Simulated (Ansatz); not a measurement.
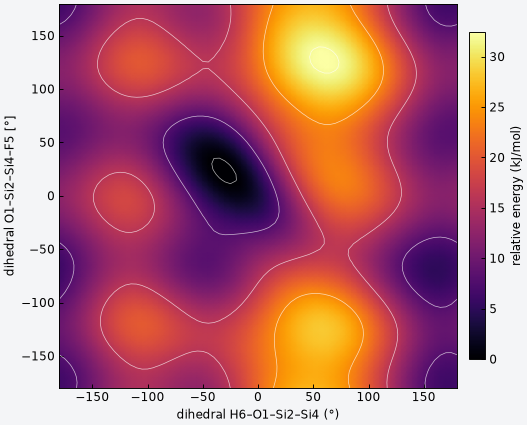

F₂H₄OSi₂, SMILES O[SiH](F)[SiH2]F. The first coordinate is: dihedral H6–O1–Si2–Si4; the second: dihedral O1–Si2–Si4–F5. Nothing is relaxed (all other coordinates rigid). The grid has 18 × 18 points. Points are written as (first, second). Energies are in kJ/mol, from the lowest grid point. The calculation used Ansatz 0.2.0, RKS PBE0-D4/def2-SVP.

In the figure: a smooth colour map with a few white contour lines. Between grid points the surface is interpolated.

The lowest grid point is at (−20°, 20°). The bottom of the well lies between grid points, at about (−30°, 25°), about 0.52 kJ/mol lower on the interpolated surface. There are further wells near (160°, −60°) (5.4 kJ/mol above the lowest at that grid point); (−180°, −180°) (6.5 kJ/mol above the lowest at that grid point); (−180°, 60°) (8.2 kJ/mol above the lowest at that grid point). The highest grid point, (60°, 120°), lies 32.4 kJ/mol above the lowest. On the interpolated surface the easiest way out of the lowest well to the well at about (175°, 60°) passes a barrier of about 12 kJ/mol, counted from the interpolated bottom of the well. Round the minimum the valley is strongly tilted: raising dihedral H6–O1–Si2–Si4 shifts the best value of dihedral O1–Si2–Si4–F5 downwards (coupling k₁₂/√(k₁₁k₂₂) about 0.6).

The level of theory is changed to RKS wB97X-V/def2-SVP in Ansatz; with it change the reference geometry, relaxed at the new level; the new grid has 8 × 8 points, laid about the new relaxed structure.

What will the new map look like?

Answer. The minimum (interpolated where it lies between grid points) moves from about (−30°, 25°) to about (−35°, 25°). The span from the lowest to the highest grid point stays at about 32 kJ/mol. The easiest pass out of the lowest well stays at about 12 kJ/mol.

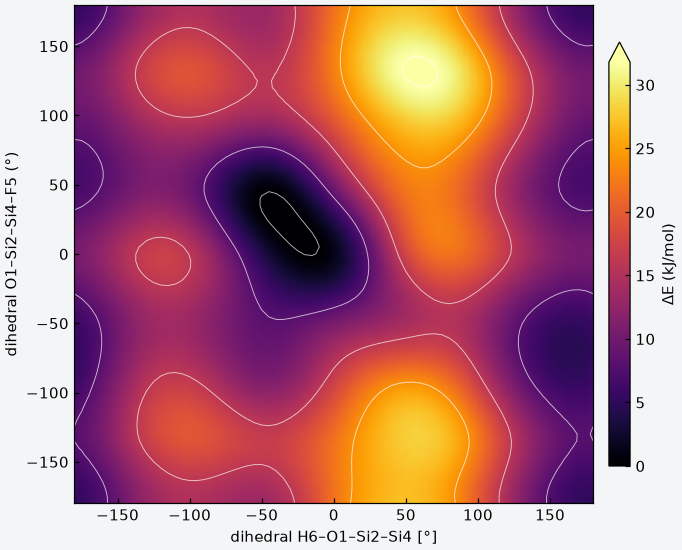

The map after the change, on a colour scale of its own. In the figure: a smooth colour map with a few white contour lines, one colour for all values above the top of the scale. Between grid points the surface is interpolated.
